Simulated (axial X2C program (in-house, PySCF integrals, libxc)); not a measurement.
## Relativistic diatomic calculation, with input and output: SeH⁺

SeH⁺, single determinant with M_S = 0 and |Λ| = 0 (not the lowest found). Computed at this level: PBE0, spin-free X2C-1e, Se dyall-cv3z, H dyall-v3z (cores contracted) (axial X2C program (in-house, PySCF integrals, libxc)).

## Input file
```
{"zs": [34, 1], "q": 1, "bas": ["dyall-cv3z", "dyall-v3z"], "levels": ["PBE0", "HF", "r2SCAN"], "cc": true, "r0": 1.48, "thr": -2.0, "nmax": 90, "npts": 10, "nst": 2, "ntry": 6}
```

The line is the task of a batch: nuclear charges, charge, bases, the levels to run, a first guess of the distance and further settings. This report covers PBE0 without spin-orbit coupling. The log is that of the reference distance 1.491 Å.

Launched within a batch (the task file carries these settings):
```bash
python <driver script> task.json out
```

## Log
```
spin-free X2C-1e  PBE0
basis functions 119  fitting functions 684  grid points 5074
iter        total energy     max residual
   1      -2429.784709115     4.18e-01
   2      -2429.836229561     2.82e-03
   3      -2429.836249859     9.90e-04
   4      -2429.836257082     3.28e-04
   5      -2429.836257384     5.84e-05
   6      -2429.836257426     8.82e-06
   7      -2429.836257426     1.82e-06
converged
one-electron -3391.61774411  Coulomb 1038.09736240  exact exchange -21.72154138  xc functional -66.66142030  nuclear repulsion 12.06708596
```

## The points of the curve

```csv
R (Å),E (hartree),"dipole (D; origin at the first atom, positive when the second is positive)",highest filled (eV),lowest empty (eV)
1.297,−2429.817754,1.09,−16.49,−13.93
1.357,−2429.828360,1.13,−16.45,−13.89
1.401,−2429.833068,1.16,−16.41,−13.85
1.446,−2429.835566,1.20,−16.38,−13.82
1.491,−2429.836257,1.24,−16.34,−13.79
1.543,−2429.835243,1.30,−16.30,−13.75
1.595,−2429.832684,1.37,−16.26,−13.71
1.663,−2429.827690,1.46,−16.21,−13.66
1.744,−2429.819763,1.58,−16.15,−13.60
```

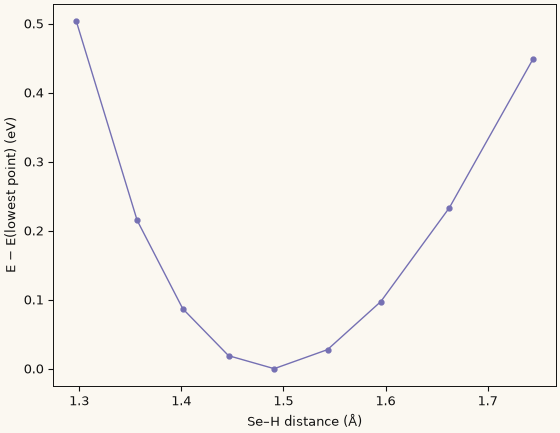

Fig. 1: Energy at 9 bond lengths, for one set of occupations held fixed; the line joins the points. A polynomial of degree 6 through 9 points gives rₑ = 1.488 Å, ωₑ = 2339 cm⁻¹, ωₑxₑ = 37 cm⁻¹ and Bₑ = 7.647 cm⁻¹. The minimum lies 2.05 eV below Se⁺ + H, each computed as one determinant at the same level.

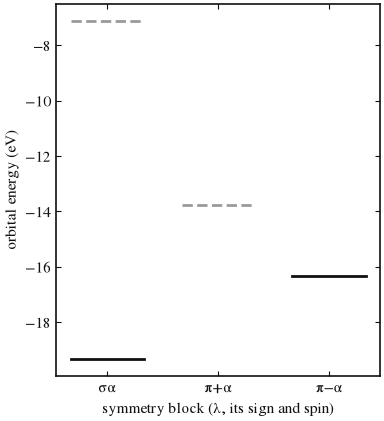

Fig. 2: Orbital energies near the frontier at 1.49 Å, filled (solid) and empty (dashed); a label such as π−α means λ = −1 and α spin, and the β levels equal the α ones. The highest filled orbital (π−α; 96 % Se p, 3 % H p) lies at −16.34 eV, the lowest empty one (π+α; 96 % Se p, 3 % H p) at −13.79 eV.

## Results in brief

- outcome: converged
- bond length rₑ: 1.488 Å
- ωₑ: 2339 cm⁻¹
- energy at the minimum: −2429.83626 hartree
- depth below the fragments: 2.05 eV
- largest ⟨S²⟩ along the curve: 1.00
- hardware: 1 thread of Arm Neoverse V1, 24 GiB of memory available, shared host
- wall time: 1.1 s

## Notes

⟨S²⟩ reaches 1.00 where a pure state of this multiplicity has 0.00, so the determinant is spin-contaminated. To bear in mind: 9 of the 10 points asked for were kept.
